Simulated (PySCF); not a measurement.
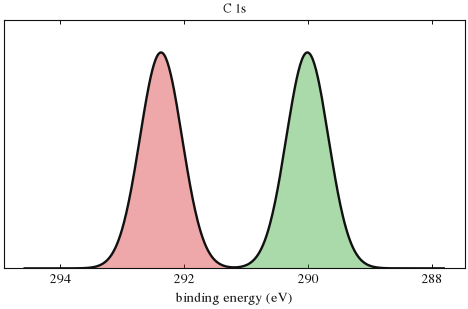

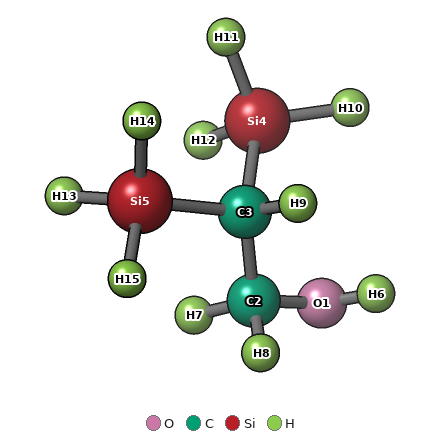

Simulated XPS of C₂H₁₀OSi₂, SMILES OCC([SiH3])[SiH3]. Vertical core-electron binding energies by ΔSCF (SCAN, pcX-2 on the ionised atom, pcseg-1 elsewhere, spin-free X2C; PySCF 2.14.0, at a PBE0-D3(BJ)/def2-SVP geometry (no frequency check)), gas phase, against the vacuum level. One atom of each kind was ionised; within a panel, areas follow the number of like atoms, Gaussians of 0.8 eV full width. Only the regions named are shown.

### Which atoms give which peak?

| level | atoms | binding energy (eV) |
| --- | --- | --- |
| C 1s | C2 | 292.4 |
| C 1s | C3 | 290.0 |

### How large is the chemical shift across the C 1s region?

2.4 eV, from C3 at 290.0 eV to C2 at 292.4 eV.

Note: one conformer of a flexible molecule.
